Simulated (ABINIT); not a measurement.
# Quasiparticle gap of Bi2SO2 (Pnnm) in ABINIT, part 2 of 3

How does a plane-wave GW calculation on Bi2SO2 (Pnnm) run from the first input to the gap?

ABINIT 10.8.3; PBEsol and many-body steps on it, plane waves. Known limits of the many-body steps: not at the basis limit; no spin-orbit coupling; coarse k mesh.

So far. Step 2 (Ground state): The gap is indirect, with the least direct gap 0.34 eV higher.

**3. Bands along the symmetry lines**

Level of this step: DFT, PBEsol, plane waves, norm-conserving pseudopotentials (ABINIT).

The cheap functional maps the bands first; the places of the edges decide which points the dearer methods must see.

Input file run.abi:

```
acell 3*1.0 Angstrom
rprim 
  3.877295950000 0.000000000000 0.000000000000
  0.000000000000 11.963688440000 0.000000000000
  0.000000000000 0.000000000000 3.842602890000
ntypat 3
znucl 83 16 8
natom 10
typat 1 1 1 1 2 2 3 3 3 3
xred 
  0.419337400000 0.856120830000 0.500000000000
  0.580662600000 0.143879170000 0.500000000000
  0.919337400000 0.643879170000 0.000000000000
  0.080662600000 0.356120830000 0.000000000000
  0.000000000000 0.000000000000 0.000000000000
  0.500000000000 0.500000000000 0.500000000000
  0.440997250000 0.749108530000 0.000000000000
  0.559002750000 0.250891470000 0.000000000000
  0.940997250000 0.750891470000 0.500000000000
  0.059002750000 0.249108530000 0.500000000000
pp_dirpath "pseudos"
pseudos "Bi.upf, S.upf, O.upf"
ecut 42
iscf -2
irdden 1
kptopt 0
nkpt 40
kpt 
  0.00000000 0.00000000 0.00000000
  0.16666667 0.00000000 0.00000000
  0.33333333 0.00000000 0.00000000
  0.50000000 0.00000000 0.00000000
  0.50000000 0.16666667 0.00000000
  0.50000000 0.33333333 0.00000000
  0.50000000 0.50000000 0.00000000
  0.33333333 0.50000000 0.00000000
  0.16666667 0.50000000 0.00000000
  0.00000000 0.50000000 0.00000000
  0.00000000 0.33333333 0.00000000
  0.00000000 0.16666667 0.00000000
  0.00000000 0.00000000 0.00000000
  0.00000000 0.00000000 0.16666667
  0.00000000 0.00000000 0.33333333
  0.00000000 0.00000000 0.50000000
  0.16666667 0.00000000 0.50000000
  0.33333333 0.00000000 0.50000000
  0.50000000 0.00000000 0.50000000
  0.50000000 0.16666667 0.50000000
  0.50000000 0.33333333 0.50000000
  0.50000000 0.50000000 0.50000000
  0.33333333 0.50000000 0.50000000
  0.16666667 0.50000000 0.50000000
  0.00000000 0.50000000 0.50000000
  0.00000000 0.33333333 0.50000000
  0.00000000 0.16666667 0.50000000
  0.00000000 0.00000000 0.50000000
  0.50000000 0.00000000 0.00000000
  0.50000000 0.00000000 0.16666667
  0.50000000 0.00000000 0.33333333
  0.50000000 0.00000000 0.50000000
  0.00000000 0.50000000 0.00000000
  0.00000000 0.50000000 0.16666667
  0.00000000 0.50000000 0.33333333
  0.00000000 0.50000000 0.50000000
  0.50000000 0.50000000 0.00000000
  0.50000000 0.50000000 0.16666667
  0.50000000 0.50000000 0.33333333
  0.50000000 0.50000000 0.50000000
istwfk *1
nband 71
nbdbuf 2
tolwfr 1e-08
nstep 40
prtwf 0
prtvol 0
indata_prefix "in"
outdata_prefix "out"
tmpdata_prefix "tmp"
```

Command:

```
$ OMP_NUM_THREADS=1 mpirun -n 4 abinit run.abi > log
```

Numbers of over 12 decimals in the logs are rounded to 6 here.

What it wrote:

```text
.Version 10.8.3 of ABINIT. v10.8.2 released Aug 2026.

 Symmetries : space group Pn n m (# 58); Bravais oP (primitive ortho.)
[... echo of the input left out ...]
== DATASET  1 ==================================================================
-   mpi_nproc: 4, omp_nthreads: 1 (-1 if OMP is not activated)

--- !DatasetInfo
iteration_state: {dtset: 1, }
dimensions: {natom: 10, nkpt: 40, mband: 71, nsppol: 1, nspinor: 1, nspden: 1, mpw: 15684, }
cutoff_energies: {ecut:  42.0, pawecutdg:  -1.0, }
electrons: {nelect:   1.28000000E+02, charge:   0.00000000E+00, occopt:   1.00000000E+00, tsmear:   1.00000000E-02, }

 Real(R)+Recip(G) space primitive vectors, cartesian coordinates (Bohr,Bohr^-1):
 R(1)=  7.3270275  0.0000000  0.0000000  G(1)=  0.1364810  0.0000000  0.0000000
 R(2)=  0.0000000 22.6080946  0.0000000  G(2)=  0.0000000  0.0442319  0.0000000
 R(3)=  0.0000000  0.0000000  7.2614671  G(3)=  0.0000000  0.0000000  0.1377132
 Unit cell volume ucvol=  1.2028630E+03 bohr^3
 Angles (23,13,12)=  9.00000000E+01  9.00000000E+01  9.00000000E+01 degrees

 getcut: wavevector=  0.0000  0.0000  0.0000  ngfft=  45 135  45
         ecut(hartree)=     42.000   => boxcut(ratio)=   2.03166

--- Pseudopotential description ------------------------------------------------
- Bi Generated using ONCVPSP code by D. R. Hamann
- 83.00000  23.00000  180301                  znucl, zion, pspdat
12 -116133 2 -1 1472                          pspcod,pspxc,lmax,lloc,mmax
     nproj     2     2     2
  pspatm : epsatm=   28.42398882
         --- l  ekb(1:nproj) -->
             0   17.099263    2.333947
             1    7.134189    1.181075
             2    3.367336    0.414803
 pspatm: atomic psp has been read  and splines computed

- S Generated using ONCVPSP code by D. R. Hamann
- 16.00000   6.00000  180301                  znucl, zion, pspdat
12 -116133 2 -1 1146                          pspcod,pspxc,lmax,lloc,mmax
     nproj     2     2     2
  pspatm : epsatm=    8.71840686
         --- l  ekb(1:nproj) -->
[...]
pspatm: atomic psp has been read  and splines computed

- O Generated using ONCVPSP code by D. R. Hamann
-  8.00000   6.00000  180301                  znucl, zion, pspdat
12 -116133 2 -1 936                           pspcod,pspxc,lmax,lloc,mmax
     nproj     2     2     1
  pspatm : epsatm=    6.20179097
         --- l  ekb(1:nproj) -->
[...]
2   -1.335834
 pspatm: atomic psp has been read  and splines computed

--------------------------------------------------------------------------------

================================================================================
 prteigrs : about to open file out_EIG
 Non-SCF case, kpt    1 (  0.00000  0.00000  0.00000), residuals and eigenvalues=
  7.52E-09  6.16E-09  7.20E-09  6.35E-09  6.01E-09  9.90E-09  6.28E-09  5.92E-09
[...]
iteration_state: {dtset: 1, }
comment   : Summary of ground state results
lattice_vectors:
- [  7.3270275,   0.0000000,   0.0000000, ]
- [  0.0000000,  22.6080946,   0.0000000, ]
- [  0.0000000,   0.0000000,   7.2614671, ]
lattice_lengths: [   7.32703,   22.60809,    7.26147, ]
lattice_angles: [ 90.000,  90.000,  90.000, ] # degrees, (23, 13, 12)
lattice_volume:   1.2028630E+03
convergence: {deltae:  0.000E+00, res2:  0.000E+00, residm:  9.961E-09, diffor:  0.000E+00, }
etotal    :  -1.01626953E+03
entropy   :   0.00000000E+00
fermie    :   2.91597248E-01
cartesian_stress_tensor: null
pressure_GPa: null
xred      :
- [  4.1934E-01,   8.5612E-01,   5.0000E-01, Bi]
- [  5.8066E-01,   1.4388E-01,   5.0000E-01, Bi]
- [  9.1934E-01,   6.4388E-01,   0.0000E+00, Bi]
- [  8.0663E-02,   3.5612E-01,   0.0000E+00, Bi]
- [  0.0000E+00,   0.0000E+00,   0.0000E+00,  S]
- [  5.0000E-01,   5.0000E-01,   5.0000E-01,  S]
- [  4.4100E-01,   7.4911E-01,   0.0000E+00,  O]
- [  5.5900E-01,   2.5089E-01,   0.0000E+00,  O]
- [  9.4100E-01,   7.5089E-01,   5.0000E-01,  O]
- [  5.9003E-02,   2.4911E-01,   5.0000E-01,  O]
cartesian_forces: null
force_length_stats: {min: null, max: null, mean: null, }

 Integrated electronic density in atomic spheres:
 ------------------------------------------------
 Atom  Sphere_radius  Integrated_density
[...]
================================================================================

 ----iterations are completed or convergence reached----

 Mean square residual over all n,k,spin=   55.440E-10; max=  99.615E-10
 reduced coordinates (array xred) for   10 atoms
[...]
0.940997250000      0.750891470000      0.500000000000
       0.059002750000      0.249108530000      0.500000000000

 cartesian coordinates (angstrom) at end:
    1      1.625895    10.242363     1.921301
    2      2.251401     1.721326     1.921301
    3      3.564543     7.703170     0.000000
[...]
9      3.648525     8.983432     1.921301
   10      0.228771     2.980257     1.921301
 length scales=  1.889726125908  1.889726125908  1.889726125908 bohr
              =  1.000000000000  1.000000000000  1.000000000000 angstroms
 prteigrs : about to open file out_EIG
 Eigenvalues (hartree) for nkpt=  40  k points:
 kpt#   1, nband= 71, wtk=  1.00000, kpt=  0.0000  0.0000  0.0000 (reduced coord)
[...]
kpt#   2, nband= 71, wtk=  1.00000, kpt=  0.1667  0.0000  0.0000 (reduced coord)
[...]
kpt#   3, nband= 71, wtk=  1.00000, kpt=  0.3333  0.0000  0.0000 (reduced coord)
[...]
kpt#  39, nband= 71, wtk=  1.00000, kpt=  0.5000  0.5000  0.3333 (reduced coord)
[...]
0.38861    0.38861    0.39043    0.39043    0.43448    0.43448    0.48775
 kpt#  40, nband= 71, wtk=  1.00000, kpt=  0.5000  0.5000  0.5000 (reduced coord)
[...]
0.10543    0.10543    0.12480    0.12480    0.16176    0.16176    0.20443    0.20443
   0.21907    0.21907    0.23506    0.23506    0.23511    0.23511    0.25926    0.25926
   0.37554    0.37554    0.37832    0.37832    0.43328    0.43328    0.50538

== END DATASET(S) ==============================================================
================================================================================

 -outvars: echo values of variables after computation  --------
            nband          71
             nkpt          40
          spgroup          58
 [... the other variables as echoed above ...]

 Calculation completed.
```

The job ended after 7.8 min (4 MPI ranks of Arm Neoverse V1, shared host; peak memory 1.1 GiB).

Numbers from this step:

* gap: 0.7799 eV
* k of the valence top: 0.5, 0.5, 0
* k of the conduction bottom: 0, 0, 0
* least direct gap: 1.122 eV

The gap is 0.780 eV, as in the run before at this level.

Electronic bands along the path, in eV, zero at the top of the highest filled band:

```csv
point,band 61,band 62,band 63,band 64,band 65,band 66,band 67,band 68
Γ,-0.92,-0.59,-0.41,-0.34,0.78,1.46,3.29,3.38
X,-0.20,-0.20,0.00,0.00,2.80,2.80,3.92,3.92
S,-0.20,-0.20,0.00,0.00,2.83,2.83,3.91,3.91
Y,-0.79,-0.79,-0.58,-0.58,1.26,1.26,3.70,3.70
Γ,-0.92,-0.59,-0.41,-0.34,0.78,1.46,3.29,3.38
Z,-0.08,-0.08,-0.06,-0.06,2.82,2.82,3.90,3.90
U,-1.52,-1.52,-0.76,-0.76,1.29,1.29,3.66,3.66
R,-1.54,-1.54,-0.88,-0.88,2.28,2.28,2.36,2.36
T,-0.13,-0.13,-0.01,-0.01,2.85,2.85,3.90,3.90
Z,-0.08,-0.08,-0.06,-0.06,2.82,2.82,3.90,3.90
jump to X,-0.20,-0.20,0.00,0.00,2.80,2.80,3.92,3.92
U,-1.52,-1.52,-0.76,-0.76,1.29,1.29,3.66,3.66
jump to Y,-0.79,-0.79,-0.58,-0.58,1.26,1.26,3.70,3.70
T,-0.13,-0.13,-0.01,-0.01,2.85,2.85,3.90,3.90
jump to S,-0.20,-0.20,0.00,0.00,2.83,2.83,3.91,3.91
R,-1.54,-1.54,-0.88,-0.88,2.28,2.28,2.36,2.36
```

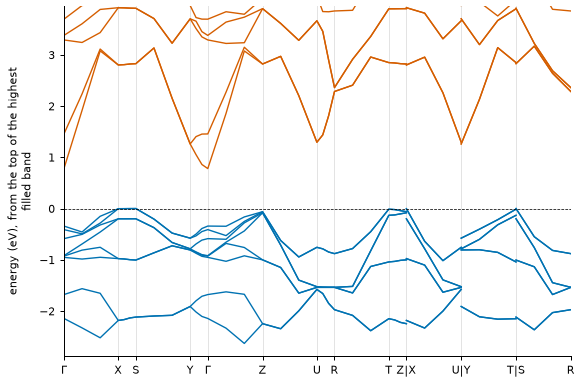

Electronic bands along the path; lines of filled and empty bands in two colours.

**4. Empty states on the mesh, 4×1×4 mesh, 147 bands**

The sums over transitions need many empty states on a uniform mesh; this step solves for them.

Input file run.abi:

```
acell 3*1.0 Angstrom
rprim 
  3.877295950000 0.000000000000 0.000000000000
  0.000000000000 11.963688440000 0.000000000000
  0.000000000000 0.000000000000 3.842602890000
ntypat 3
znucl 83 16 8
natom 10
typat 1 1 1 1 2 2 3 3 3 3
xred 
  0.419337400000 0.856120830000 0.500000000000
  0.580662600000 0.143879170000 0.500000000000
  0.919337400000 0.643879170000 0.000000000000
  0.080662600000 0.356120830000 0.000000000000
  0.000000000000 0.000000000000 0.000000000000
  0.500000000000 0.500000000000 0.500000000000
  0.440997250000 0.749108530000 0.000000000000
  0.559002750000 0.250891470000 0.000000000000
  0.940997250000 0.750891470000 0.500000000000
  0.059002750000 0.249108530000 0.500000000000
pp_dirpath "pseudos"
pseudos "Bi.upf, S.upf, O.upf"
ecut 42
ngkpt 4 1 4
nshiftk 1
shiftk 0 0 0
kptopt 1
chksymbreak 0
iscf -2
irdden 1
istwfk *1
nband 147
nbdbuf 12
tolwfr 1e-09
nstep 60
prtvol 0
indata_prefix "in"
outdata_prefix "out"
tmpdata_prefix "tmp"
```

What it wrote:

```text
.Version 10.8.3 of ABINIT. v10.8.2 released Aug 2026.

 Symmetries : space group Pn n m (# 58); Bravais oP (primitive ortho.)
[... echo of the input left out ...]
== DATASET  1 ==================================================================
-   mpi_nproc: 4, omp_nthreads: 1 (-1 if OMP is not activated)

--- !DatasetInfo
iteration_state: {dtset: 1, }
dimensions: {natom: 10, nkpt: 9, mband: 147, nsppol: 1, nspinor: 1, nspden: 1, mpw: 15678, }
cutoff_energies: {ecut:  42.0, pawecutdg:  -1.0, }
electrons: {nelect:   1.28000000E+02, charge:   0.00000000E+00, occopt:   1.00000000E+00, tsmear:   1.00000000E-02, }

 Real(R)+Recip(G) space primitive vectors, cartesian coordinates (Bohr,Bohr^-1):
 R(1)=  7.3270275  0.0000000  0.0000000  G(1)=  0.1364810  0.0000000  0.0000000
 R(2)=  0.0000000 22.6080946  0.0000000  G(2)=  0.0000000  0.0442319  0.0000000
 R(3)=  0.0000000  0.0000000  7.2614671  G(3)=  0.0000000  0.0000000  0.1377132
 Unit cell volume ucvol=  1.2028630E+03 bohr^3
 Angles (23,13,12)=  9.00000000E+01  9.00000000E+01  9.00000000E+01 degrees

 getcut: wavevector=  0.0000  0.0000  0.0000  ngfft=  45 135  45
         ecut(hartree)=     42.000   => boxcut(ratio)=   2.03166

--- Pseudopotential description ------------------------------------------------
- Bi Generated using ONCVPSP code by D. R. Hamann
- 83.00000  23.00000  180301                  znucl, zion, pspdat
12 -116133 2 -1 1472                          pspcod,pspxc,lmax,lloc,mmax
     nproj     2     2     2
  pspatm : epsatm=   28.42398882
         --- l  ekb(1:nproj) -->
             0   17.099263    2.333947
             1    7.134189    1.181075
             2    3.367336    0.414803
 pspatm: atomic psp has been read  and splines computed

- S Generated using ONCVPSP code by D. R. Hamann
- 16.00000   6.00000  180301                  znucl, zion, pspdat
12 -116133 2 -1 1146                          pspcod,pspxc,lmax,lloc,mmax
     nproj     2     2     2
  pspatm : epsatm=    8.71840686
         --- l  ekb(1:nproj) -->
[...]
pspatm: atomic psp has been read  and splines computed

- O Generated using ONCVPSP code by D. R. Hamann
-  8.00000   6.00000  180301                  znucl, zion, pspdat
12 -116133 2 -1 936                           pspcod,pspxc,lmax,lloc,mmax
     nproj     2     2     1
  pspatm : epsatm=    6.20179097
         --- l  ekb(1:nproj) -->
[...]
2   -1.335834
 pspatm: atomic psp has been read  and splines computed

--------------------------------------------------------------------------------

================================================================================
 prteigrs : about to open file out_EIG
 Non-SCF case, kpt    1 (  0.00000  0.00000  0.00000), residuals and eigenvalues=
  7.59E-10  7.03E-10  6.87E-10  6.38E-10  6.53E-10  2.14E-10  9.25E-10  1.39E-10
[...]
-5.3353E+00 -5.3353E+00 -5.3353E+00 -5.3353E+00 -3.0583E+00 -3.0582E+00
 -3.0582E+00 -3.0582E+00 -3.0579E+00 -3.0579E+00 -3.0579E+00 -3.0579E+00
 -3.0578E+00 -3.0578E+00 -3.0578E+00 -3.0578E+00 -5.4305E-01 -5.4304E-01
[...]
1.1797E+00  1.1801E+00  1.1869E+00  1.2010E+00  1.2384E+00  1.2460E+00
  1.2696E+00  1.2748E+00  1.2841E+00  1.2954E+00  1.2958E+00  1.3193E+00
[...]
prteigrs : prtvol=0 or 1, do not print more k-points.

--- !ResultsGS
iteration_state: {dtset: 1, }
comment   : Summary of ground state results
lattice_vectors:
- [  7.3270275,   0.0000000,   0.0000000, ]
- [  0.0000000,  22.6080946,   0.0000000, ]
- [  0.0000000,   0.0000000,   7.2614671, ]
lattice_lengths: [   7.32703,   22.60809,    7.26147, ]
lattice_angles: [ 90.000,  90.000,  90.000, ] # degrees, (23, 13, 12)
lattice_volume:   1.2028630E+03
convergence: {deltae:  0.000E+00, res2:  0.000E+00, residm:  9.997E-10, diffor:  0.000E+00, }
etotal    :  -1.01626953E+03
entropy   :   0.00000000E+00
fermie    :   2.91597248E-01
cartesian_stress_tensor: null
pressure_GPa: null
xred      :
- [  4.1934E-01,   8.5612E-01,   5.0000E-01, Bi]
- [  5.8066E-01,   1.4388E-01,   5.0000E-01, Bi]
- [  9.1934E-01,   6.4388E-01,   0.0000E+00, Bi]
- [  8.0663E-02,   3.5612E-01,   0.0000E+00, Bi]
- [  0.0000E+00,   0.0000E+00,   0.0000E+00,  S]
- [  5.0000E-01,   5.0000E-01,   5.0000E-01,  S]
- [  4.4100E-01,   7.4911E-01,   0.0000E+00,  O]
- [  5.5900E-01,   2.5089E-01,   0.0000E+00,  O]
- [  9.4100E-01,   7.5089E-01,   5.0000E-01,  O]
- [  5.9003E-02,   2.4911E-01,   5.0000E-01,  O]
cartesian_forces: null
force_length_stats: {min: null, max: null, mean: null, }

 Integrated electronic density in atomic spheres:
 ------------------------------------------------
 Atom  Sphere_radius  Integrated_density
[...]
================================================================================

 ----iterations are completed or convergence reached----

 Mean square residual over all n,k,spin=   51.805E-11; max=  99.973E-11
 reduced coordinates (array xred) for   10 atoms
[...]
0.059002750000      0.249108530000      0.500000000000

 cartesian coordinates (angstrom) at end:
    1      1.625895    10.242363     1.921301
    2      2.251401     1.721326     1.921301
    3      3.564543     7.703170     0.000000
[...]
9      3.648525     8.983432     1.921301
   10      0.228771     2.980257     1.921301
 length scales=  1.889726125908  1.889726125908  1.889726125908 bohr
              =  1.000000000000  1.000000000000  1.000000000000 angstroms
 prteigrs : about to open file out_EIG
 Eigenvalues (hartree) for nkpt=   9  k points:
 kpt#   1, nband=147, wtk=  0.06250, kpt=  0.0000  0.0000  0.0000 (reduced coord)
[...]
1.15747    1.16511    1.16700    1.17568    1.17971    1.18007    1.18694    1.20100
   1.23842    1.24602    1.26956    1.27478    1.28405    1.29541    1.29579    1.31934
   1.33625    1.34390    1.36256
 prteigrs : prtvol=0 or 1, do not print more k-points.

== END DATASET(S) ==============================================================
================================================================================

 -outvars: echo values of variables after computation  --------
            nband         147
             nkpt           9
          spgroup          58
 [... the other variables as echoed above ...]

 Calculation completed.
```

The job ended after 5.5 min (4 MPI ranks; peak memory 0.74 GiB).

Numbers from this step:

| Property | Result |
| --- | --- |
| gap | 0.7826 eV |
| k of the valence top | 0.5, 0, 0 |
| k of the conduction bottom | 0, 0, 0 |
| least direct gap | 1.122 eV |
| k points computed | 9 |
| lowest point of the top converged band, above the valence top | 24.17 eV |

On this mesh the gap is 0.783 eV.

**5. Screening, 4×1×4 mesh, 135 bands, screening to 81.6 eV**

The RPA dielectric matrix is built and inverted for each q.

This step: RPA screening on PBEsol, plane waves, norm-conserving pseudopotentials.

run.abi, as its differences from that of step 4:

```diff
@@ -28,10 +28,11 @@
 chksymbreak 0
-iscf -2
-irdden 1
 istwfk *1
-nband 147
-nbdbuf 12
-tolwfr 1e-09
-nstep 60
-prtvol 0
+occopt 1
+irdwfk 1
+optdriver 3
+nband 135
+ecuteps 3
+inclvkb 2
+awtr 1
+symchi 1
 indata_prefix "in"
```

What it wrote:

```text
.Version 10.8.3 of ABINIT. v10.8.2 released Aug 2026.

 Symmetries : space group Pn n m (# 58); Bravais oP (primitive ortho.)
[... echo of the input left out ...]
== DATASET  1 ==================================================================
-   mpi_nproc: 4, omp_nthreads: 1 (-1 if OMP is not activated)

--- !DatasetInfo
iteration_state: {dtset: 1, }
dimensions: {natom: 10, nkpt: 9, mband: 135, nsppol: 1, nspinor: 1, nspden: 1, mpw: 15678, }
cutoff_energies: {ecut:  42.0, pawecutdg:  -1.0, }
electrons: {nelect:   1.28000000E+02, charge:   0.00000000E+00, occopt:   1.00000000E+00, tsmear:   1.00000000E-02, }

 SCREENING: Calculation of the susceptibility and dielectric matrices

 Based on a program developped by R.W. Godby, V. Olevano, G. Onida, and L. Reining.
 Incorporated in ABINIT by V. Olevano, G.-M. Rignanese, and M. Torrent.
.Using double precision arithmetic ; gwpc =  8

[... cell and pseudopotentials left out ...]
--------------------------------------------------------------------------------

 ==== K-mesh for the wavefunctions ====
 Number of points in the irreducible wedge :     9
[... list of points left out ...]
 Together with  8 symmetry operations and time-reversal symmetry
 yields    16 points in the full Brillouin Zone.

 ==== Q-mesh for the screening function ====
 Number of points in the irreducible wedge :     9
[... list of points left out ...]
 Together with  8 symmetry operations and time-reversal symmetry
 yields    16 points in the full Brillouin Zone.

 setmesh: FFT mesh size selected  =    30x   90x   30
          total number of points  =        81000

 vcoul_init : cutoff-mode = AUXILIARY_FUNCTION
 q-points for optical limit:   1
     1)      0.000010    0.000020    0.000030

- screening: taking advantage of time-reversal symmetry
- Maximum band index for partially occupied states nbvw = 64
- Remaining bands to be divided among processors   nbcw = 71
- Number of bands treated by each node ~17

 Number of electrons calculated from density =  128.0000; Expected =  128.0000
 average of density, n =  0.106413
 r_s =    1.3091
 omega_plasma =   31.4668 [eV]

 calculating chi0 at frequencies [eV] :
  1    0.000000E+00    0.000000E+00
  2    0.000000E+00    3.146679E+01

--------------------------------------------------------------------------------
  q-point number  1        q = ( 0.000000, 0.000000, 0.000000) [r.l.u.]
--------------------------------------------------------------------------------
[... chi0 elements left out ...]
 For q-point:  0.000010 0.000020 0.000030
  dielectric constant =  15.6612
  dielectric constant without local fields =  16.8189

  Average fulfillment of the sum rule on Im[epsilon] for q-point    1 :     40.08  [%]
[... wings left out ...]
  q-point number  2        q = ( 0.250000, 0.000000, 0.000000) [r.l.u.]
--------------------------------------------------------------------------------
[... chi0 elements left out ...]
  Average fulfillment of the sum rule on Im[epsilon] for q-point    2 :     42.49  [%]

 [... 7 further q-points ...]
```

Elapsed: 6.1 min, on 4 MPI ranks; peak memory 5.3 GiB; 24 min of CPU time.

This step gave:

* ε∞ with local fields, on this mesh, along the program's q direction: 15.66
* the same without local fields: 16.82
* plasma frequency: 31.47 eV
* plane waves in the screening matrix: 289

Local fields lower ε∞ by 7 %. On a Γ-centred mesh this coarse the value itself is usually too large, while a short band sum pulls it down.

(Continued in part 3 of 3.)

[Paths, hosts, dates, memory and timing lines, banners, echoed tables and standing remarks are left out of the program output.]

[Logs are printed without paths, hosts, clocks, repeated set-up lines and the standing remarks that a program may print on its own settings, such as how far it seeks lower states.]

[Runs of the session that timed out or met a known fault of the program may be left out.]

[Hosts, paths, dates, database ids (printed as entryN), source tags and the programs' standing remarks are cut or masked in the printed files.]

[G0W0 gaps are taken among the corrected bands and points alone; a level outside them can change the order at an edge.]

[Where Ansatz stands beside ABINIT at settings called matched, ABINIT's density can come from a denser mesh and the files from another edition; pairs whose starting gaps differed by over 0.03 eV were left out, so agreement reads better than it is.]
